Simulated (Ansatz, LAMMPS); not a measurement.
# Relaxing a frame of liquid mixture of dimethyl sulfoxide and formic acid from 300 K (235 atoms)

Aim: bring a frame of liquid mixture of dimethyl sulfoxide and formic acid from 300 K (235 atoms) to a nearby minimum of the energy and see what moves.

Calculated with Ansatz 0.2.0; Kohn-Sham DFT, PBEsol, PAW (set soft_2), plane waves.

**1. Starting point**

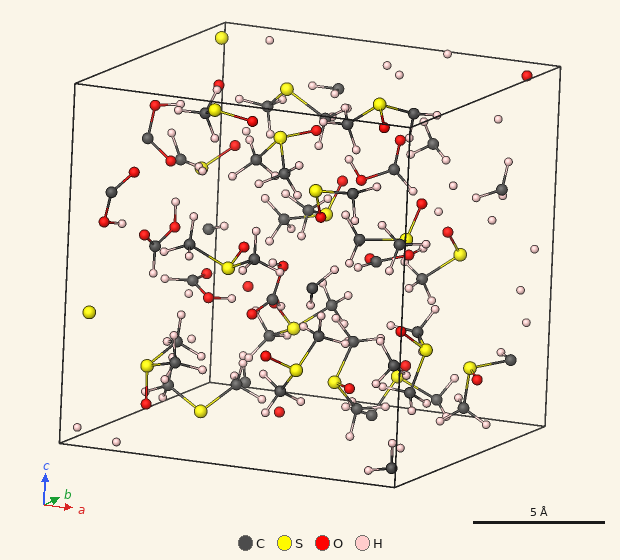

The cell as given, from a free direction (carbon dark grey, sulfur yellow, oxygen red, hydrogen pink). Bonds to atoms that aren't drawn are left out. Some periodic images of atoms are drawn too.

The cell holds 235 atoms: 47 C, 20 S, 34 O and 134 H. Cell: a = 14.089 Å, b = 14.089 Å, c = 14.089 Å, α = 90.0°, β = 90.0°, γ = 90.0°. 20 dimethyl sulfoxide, 7 formic acid placed at random, at 1.12 g/cm³; overlaps pushed apart, then 10 ps at 450 K with MMFF94 bonds, angles, torsions, charges and radii (Halgren, J. Comput. Chem. 17, 490 (1996)) in harmonic and 12-6 forms. Snapshot after 20 ps at 300 K and fixed volume.

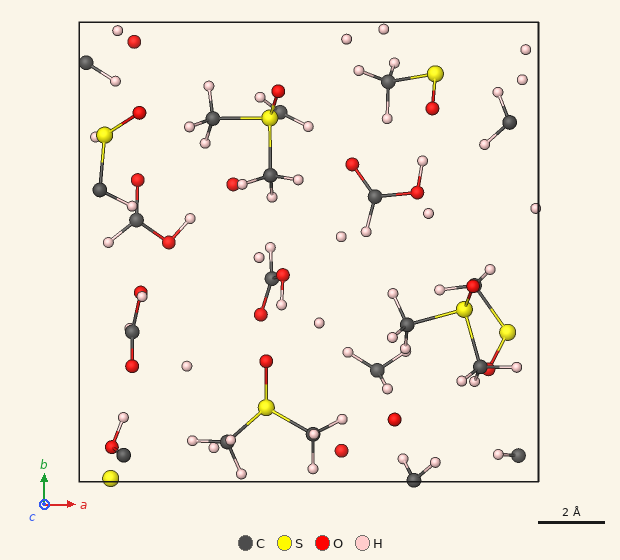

A slice 6 Å thick through the middle of the cell. Bonds to atoms that aren't drawn are left out.

What the set-up can't give: The network of contacts between molecules at the start is that of the classical potential that made the cell. The functional has no dispersion term, which matters for the binding between molecules or layers. The density was typed from a rule of thumb and may lie off the real one at this temperature. Only the Γ point is sampled, in a cell whose shortest periodic width is 14 Å.

**2. Making the structure**

A classical potential makes the cell, at a small fraction of what the same run would cost in DFT.

This step: classical MD, MMFF94 bonds, angles, torsions, charges and radii (Halgren, J. Comput. Chem. 17, 490 (1996)) in harmonic and 12-6 forms (LAMMPS 22 Jul 2025 - Update 4).

Input file in.lmp:

```
# liquid mixture of dimethyl sulfoxide and formic acid
units real
atom_style full
boundary p p p
bond_style harmonic
angle_style harmonic
dihedral_style opls
improper_style harmonic
special_bonds lj 0 0 0.5 coul 0 0 0.75
read_data data.lmp
neigh_modify delay 0 every 1 check yes one 4000
comm_modify cutoff 12.0
timestep 0.5
thermo_style custom step time temp pe press density
thermo_modify norm yes
# push overlapping molecules apart
pair_style soft 2.6
pair_coeff * * 0.0
variable a equal ramp(1,60)
fix ad all adapt 1 pair soft a * * v_a
velocity all create 450 34721 mom yes dist gaussian
fix lim all nve/limit 0.03
fix lan all langevin 450 450 50 34722 zero yes
thermo 1000
run 3000 post no
unfix ad
pair_style lj/cut/coul/long 9.0
pair_modify mix arithmetic tail yes
pair_coeff 1 1 0.0678 3.3680   # C
pair_coeff 2 2 0.2681 3.6400   # S
pair_coeff 3 3 0.0763 2.9870   # O
pair_coeff 4 4 0.0216 2.5400   # H
pair_coeff 5 5 0.0763 3.0430   # O
pair_coeff 6 6 0.0678 3.4070   # C
# [... 19 lines left out ...]
compute msd all msd com yes
thermo 5000
fix md all nvt temp 300 300 100
run 20000 post no
print "== T300: mean square displacement over the hold $(c_msd[4]:%.2f) A^2"
unfix md
uncompute msd
write_dump all custom T300.dump id type xs ys zs modify sort id
```

Run with:

```
lmp -in in.lmp -log none -nocite
```

Numbers of over 12 decimals in the logs are rounded to 6 here.

The log of the run:

```text
LAMMPS (22 Jul 2025 - Update 4)
Reading data file ...
  orthogonal box = (0 0 0) to (14.08936 14.08936 14.08936)
  235 atoms
  orthogonal box = (0 0 0) to (14.08936 14.08936 14.08936)
  208 bonds
  328 angles
  254 dihedrals
  7 impropers
   Step          Time           Temp          PotEng         Press         Density
         0   0              450            0.30370448     10120.954      1.1190002
      1000   500            444.55256      1.3204031      14083.03       1.1190002
      2000   1000           422.68114      1.2477868      17555.019      1.1190002
      3000   1500           422.26629      1.2391761      15685.306      1.1190002
[... 29 lines left out ...]
Loop time of 14.2574 s on 1 MPI rank(s) for 10000 steps with 235 atoms
   Step          Time           Temp          PotEng         Press         Density
[... 4 lines left out ...]
Loop time of 6.97906 s on 1 MPI rank(s) for 5000 steps with 235 atoms
   Step          Time           Temp          PotEng         Press         Density
[... 2 lines left out ...]
     25000   24000          321.97189     -1.3358761      287.66382      1.1190002
     30000   29000          316.0395      -1.4643169      747.50928      1.1190002
     35000   34000          297.86934     -1.3926877     -2560.7409      1.1190002
     37000   36000          299.42482     -1.4426557     -3307.2564      1.1190002
Loop time of 28.1385 s on 1 MPI rank(s) for 20000 steps with 235 atoms
== T300: mean square displacement over the hold 11.59 A^2
```

Wall time 54 s (1 thread of AMD EPYC 7R43, shared host); peak memory 0.12 GiB.

The input also reads data.lmp (atoms, bonds and types; not printed here).

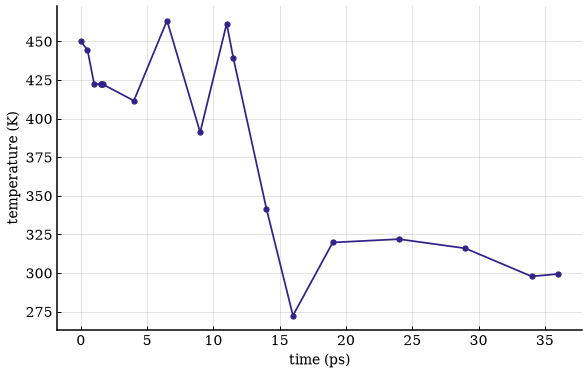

Temperature, plotted against time.

**3. Single point at the start**

A single point comes first, to see the forces before anything moves.

Input file input.yaml:

```yaml
crystal:
  lattice:
    - [14.08936, 0.0, 0.0]
    - [0.0, 14.08936, 0.0]
    - [0.0, 0.0, 14.08936]
  atoms:
    - { symbol: C, position: [0.01524, 0.91218, 0.44239] }
    - { symbol: S, position: [0.06865, 0.00699, 0.37134] }
    - { symbol: C, position: [0.95647, 0.0569, 0.32408] }
    - { symbol: O, position: [0.12004, 0.95768, 0.28832] }
    - { symbol: H, position: [0.97235, 0.94072, 0.49932] }
    - { symbol: H, position: [0.96485, 0.8751, 0.39542] }
    - { symbol: H, position: [0.07906, 0.87198, 0.46561] }
    - { symbol: H, position: [0.93222, 0.99834, 0.28046] }
    - { symbol: H, position: [0.91255, 0.05943, 0.38613] }
    - { symbol: H, position: [0.9677, 0.12038, 0.28706] }
    - { symbol: C, position: [0.62797, 0.57011, 0.07617] }
    - { symbol: S, position: [0.59661, 0.48269, 0.16118] }
    - { symbol: C, position: [0.6112, 0.56405, 0.26176] }
    - { symbol: O, position: [0.67355, 0.40988, 0.16515] }
    - { symbol: H, position: [0.62268, 0.54347, 0.00332] }
    - { symbol: H, position: [0.58492, 0.63402, 0.08047] }
    - { symbol: H, position: [0.70145, 0.59559, 0.08716] }
    - { symbol: H, position: [0.57122, 0.62217, 0.24873] }
    - { symbol: H, position: [0.57057, 0.53333, 0.3274] }
    - { symbol: H, position: [0.68633, 0.57754, 0.27822] }
    - { symbol: C, position: [0.29118, 0.79073, 0.52422] }
    - { symbol: S, position: [0.41505, 0.79181, 0.5525] }
    - { symbol: C, position: [0.41653, 0.66698, 0.58519] }
    - { symbol: O, position: [0.43354, 0.85006, 0.63767] }
    - { symbol: H, position: [0.27438, 0.73697, 0.47068] }
    - { symbol: H, position: [0.24025, 0.77257, 0.5791] }
    - { symbol: H, position: [0.28245, 0.86131, 0.48488] }
    - { symbol: H, position: [0.42007, 0.61941, 0.52281] }
    - { symbol: H, position: [0.47694, 0.65717, 0.62694] }
    - { symbol: H, position: [0.35516, 0.64745, 0.62748] }
    - { symbol: C, position: [0.71431, 0.34151, 0.59587] }
    - { symbol: S, position: [0.83859, 0.37514, 0.60542] }
    [... 197 atom lines left out ...]
    - { symbol: H, position: [0.0839, 0.98197, 0.71103] }
    - { symbol: O, position: [0.1342, 0.41174, 0.54751] }
    - { symbol: C, position: [0.11556, 0.32612, 0.50682] }
    - { symbol: O, position: [0.11538, 0.25152, 0.55081] }
    - { symbol: H, position: [0.13701, 0.40313, 0.6194] }
    - { symbol: H, position: [0.11044, 0.33383, 0.42962] }
kpoints:
  mp_grid: { grid: [1, 1, 1] }
hamiltonian:
  xc: pbesol
scf:
  occupations: { method: fixed }
output:
  forces: true
  stress: true
  populations: intrinsic
  dos:
    method: { smearing: { sigma: 0.1 } }
    de: 0.1
    projected: { site_lists: { C: [C], H: [H], O: [O], S: [S] } }
  eigenvalues: true
```

Run with:

```
ansatz run input.yaml --threads 4 --pin off --max-ram 8192MiB --backend cpu --events-out ev --progress --plain --runs-dir out
```

The log of the run:

```text
Engine: ansatz 0.2.0, x86_64-unknown-linux-gnu
Pseudopotentials: kind: paw
Pseudopotential: C, paw, valence charge 4, recommended cutoff 420 eV (normal), C.paw.azcp
Pseudopotential: S, paw, valence charge 6, recommended cutoff 420 eV (normal), S.paw.azcp
Pseudopotential: O, paw, valence charge 6, recommended cutoff 420 eV (normal), O.paw.azcp
Pseudopotential: H, paw, valence charge 1, recommended cutoff 420 eV (normal), H.paw.azcp
[... 3 lines on functional and potentials left out ...]
Crystal: 235 atoms, lattice volume = 2796.880 Å³
Basis set: ecut = 420 eV, 54795 PW (Γ), exchange–correlation on 192×192×192 points (8 copies of the dense FFT grid, shifted against one another)
Bands: 558, of which v1, the nominal top of the filled ones, is band 323 counted from 1 (322 counted from 0)
Symmetry: 1 space group operations
Space group: P1 (ITA 1), of the structure as read, at distance tolerance 1.4e-4 Å
k-points: 1
[... 12 lines on functional and potentials left out ...]
Initial density: superposition of atomic densities (neutral atoms: chi_scale 0, normalization atom), corrected by the library's trained network
Initial wavefunctions: pseudopotential atomic-orbital guess
Functional: x = pbesol(κ = 0.804, μ = 0.123457), c = pbesol(β = 0.046)
SCF iter   1: F=—  HF=-50447.336484 eV  |F-HF|=—  |Δ(HF+E_count)|=         —  Δρ=6.94e-3  dr2=1.58e0  ethr=1.77e-3  ⟨swp⟩=5.0  Hψ=2029  notcnv=0  defer=231
preconditioner: auto → Resta (q_TF=auto, 2.137 Å⁻¹)  ε∞=2.6  [insulator: Δε(μ)=3.855 eV  Ē_g=13.383 eV  n_scr=460 (ndim 8)  ℏωp=16.9 eV  f_vac=0.222  ε∞_Penn≈2.6]
SCF iter   2: F=—  HF=-50447.004948 eV  |F-HF|=—  |Δ(HF+E_count)|=   3.32e-1  Δρ=3.81e-3  dr2=3.01e-1  ethr=2.44e-4  ⟨swp⟩=2.0  Hψ=894  notcnv=0  defer=232
SCF iter   3: F=—  HF=-50446.975774 eV  |F-HF|=—  |Δ(HF+E_count)|=   2.92e-2  Δρ=1.46e-3  dr2=9.15e-2  ethr=4.65e-5  ⟨swp⟩=2.0  Hψ=649  notcnv=0  defer=233
SCF iter   4: F=—  HF=-50446.968528 eV  |F-HF|=—  |Δ(HF+E_count)|=   7.25e-3  Δρ=5.98e-4  dr2=1.16e-2  ethr=1.42e-5  ⟨swp⟩=3.0  Hψ=631  notcnv=0  defer=233
SCF iter   5: F=—  HF=-50446.968925 eV  |F-HF|=—  |Δ(HF+E_count)|=   3.97e-4  Δρ=2.96e-4  dr2=2.67e-3  ethr=1.80e-6  ⟨swp⟩=2.0  Hψ=945  notcnv=0  defer=233
SCF iter   6: F=—  HF=-50446.969208 eV  |F-HF|=—  |Δ(HF+E_count)|=   2.83e-4  Δρ=1.11e-4  dr2=4.15e-4  ethr=4.13e-7  ⟨swp⟩=2.0  Hψ=652  notcnv=0  defer=233
SCF iter   7: F=—  HF=-50446.969343 eV  |F-HF|=—  |Δ(HF+E_count)|=   1.35e-4  Δρ=5.96e-5  dr2=1.00e-4  ethr=6.43e-8  ⟨swp⟩=2.0  Hψ=649  notcnv=0  defer=231
SCF iter   8: F=—  HF=-50446.969372 eV  |F-HF|=—  |Δ(HF+E_count)|=   2.89e-5  Δρ=2.29e-5  dr2=1.40e-5  ethr=1.55e-8  ⟨swp⟩=2.0  Hψ=646  notcnv=0  defer=231
SCF iter   9: F=—  HF=-50446.971633 eV  |F-HF|=—  |Δ(HF+E_count)|=   2.26e-3  Δρ=7.23e-6  dr2=1.56e-6  ethr=2.17e-9  ⟨swp⟩=2.0  Hψ=649  notcnv=0  defer=231
SCF iter  10: F=—  HF=-50446.971635 eV  |F-HF|=—  |Δ(HF+E_count)|=   1.80e-6  Δρ=4.21e-6  dr2=4.89e-7  ethr=2.41e-10  ⟨swp⟩=3.0  Hψ=648  notcnv=0  defer=231
SCF iter  11: F=-50446.971635 eV  HF=-50446.971635 eV  |F-HF|=8.47e-9  |Δ(HF+E_count)|=   1.35e-7  Δρ=1.62e-6  dr2=7.94e-8  ethr=1.55e-11  ⟨swp⟩=16.0  Hψ=4286  notcnv=0
SCF 1 converged in 11 iterations: F = -50446.971635 eV  dr2 = 7.94e-8
  greatest PAW one-centre occupation: 0.880 electrons in one spin orbital (limit 2), on the O atom at site 212 (counted from 0), in its partial waves of l = 0
SCF converged after 11 iterations
Free energy (F): -50446.971635 eV
Harris-Foulkes:  -50446.971635 eV  (|F-HF|=8.47e-9)
Internal energy: -50446.971635 eV  (E = F + TS)
E sigma→0 (E₀):  -50446.971635 eV
Fermi energy:    -0.189475 eV
--- Per-component energies (eV) ---
  E_band       = -4984.411133
  E_kinetic    = 14199.894486
  E_local      = -43283.647228  (includes V_loc(G=0)·N_el)
  E_nonlocal   = 3725.420595
  E_hartree    = 15652.332046
  E_xc         = -7782.067978
  E_vxc        = -9190.246039  (∫ρ·V_xc dr)
  E_paw        = -21428.126170  (= ΣΔE_a)
  E_vpaw       = -1740.398680  (= ΣTr[D̂ρ^β])
  E_aug_tail   = -0.092840  (compensation charges beyond the density's cutoff)
  E_ewald      = -11534.115043
  E_core_change = 3.430499  (= ΣΔE_core)
  E_smearing   = -0.000000  (= −TS)
  E_closure    = 0.000000  (closes the sum)
  Σ components = -50446.971635   (vs F -50446.971635, Δ=0.00e0)
--- Forces (eV/Å), atoms counted from 1 ---
  atom   1  C      0.54372721     0.21667525    -1.09086993
  atom   2  S      0.36699075    -0.02669636    -1.10291277
  atom   3  C      1.11740026    -2.63870200     0.97264431
  atom   4  O     -0.78093656     0.32538886     1.12586760
  atom   5  H      0.11119897     0.40476435     0.65853612
  atom   6  H      0.43853751    -0.39600486     0.02010712
  atom   7  H     -0.68786792    -0.11117816    -0.01734004
  atom   8  H     -0.32334226    -0.24839254    -0.59741977
  atom   9  H     -0.69907584     0.63488642     0.57356921
  atom  10  H      0.22816420     1.41446575    -0.62237816
  atom  11  C      0.92899417     0.39775162    -0.66633111
  atom  12  S     -0.50733080     0.72644161     0.57286417
  atom  13  C      0.30515237    -3.89203861     2.08747792
  atom  14  O      0.39492522    -0.16702901    -0.03295103
[...]
atom 234  H     -0.31530971    -0.24177065    -0.13732467
  atom 235  H     -0.29567738    -0.06193346    -0.38175362
  max |Σ_I F_I| component: 1.18e-4 eV/Å
--- Stress (GPa, compression-positive) ---
        0.415785       0.011620      -0.308182
        0.011620       0.204942      -0.496532
       -0.308182      -0.496532       0.951585
  P = ⅓ Tr σ = 0.5241 GPa (5.241 kbar)
--- Band table (eV) ---
  k-point 0: bands = ["-23.1623", "-22.8929", "-22.7295", "-22.6808", [... 542 levels ...], "10.1083", "10.1329", "10.1547", "10.2021", "10.2056", "10.2225", "10.2608", "10.2627", "10.2945", "10.3497", "10.3583", "10.3896"]
--- intrinsic populations: 235 sites ---
  site symbol       q [e]
     0      C      4.6728
     1      S      4.9272
     2      C      4.6772
[...]
234      H      0.8447
  spilling = 0.000000 (of n_electrons = 646.000000)
```

Run time: 73 s. Hardware: 4 threads of AMD EPYC 7R43, shared host; peak memory 4.1 GiB; 4.7 min of CPU time.

The run gave:

| Quantity | Value |
| --- | --- |
| free energy | -50446.9716 eV |
| free energy per atom | -214.6680 eV/atom |
| SCF cycles | 11 |
| pressure | 0.5241 GPa |
| r.m.s. force component | 0.8114 eV/Å |
| longest force | 4.484 eV/Å |
| Fermi energy | -0.1895 eV |
| gap (highest filled to lowest empty level) | 3.267 eV |

The r.m.s. force component of 0.81 eV/Å and the pressure of 0.52 GPa set the starting point.

Neighbours are counted within 1.34 Å (H-C), 1.21 Å (H-O), 1.73 Å (C-O), 2.21 Å (C-S), 1.98 Å (O-S).

Length of the force by element and coordination:

| element | coordination | atoms | mean length of the force (eV/Å) | spread | least | most |
| --- | --- | --- | --- | --- | --- | --- |
| C | all | 47 | 1.76 | 0.865 | 0.118 | 4.48 |
| C | 3 | 7 | 2.43 | 0.941 | 1.28 | 4.48 |
| C | 4 | 40 | 1.65 | 0.797 | 0.118 | 4.43 |
| H | all | 134 | 0.918 | 0.561 | 0.0938 | 3.78 |
| O | all | 34 | 1.23 | 0.700 | 0.395 | 3.30 |
| O | 1 | 27 | 1.16 | 0.669 | 0.402 | 3.30 |
| O | 2 | 7 | 1.51 | 0.744 | 0.395 | 2.38 |
| S | all | 20 | 1.58 | 0.694 | 0.454 | 3.46 |

(Part 1 of 3 ends here.)

[Logs are printed without paths, hosts, clocks, repeated set-up lines and the standing remarks that a program may print on its own settings, such as how far it seeks lower states.]

[Hosts, paths, dates, database ids (printed as entryN), source tags and the programs' standing remarks are cut or masked in the printed files.]

[The MMFF94 radii named for the starting cell were scaled by 0.96; in molecules described by MMFF94, hydrogen bound to N, O or S took a small fixed 12-6 site in their place.]
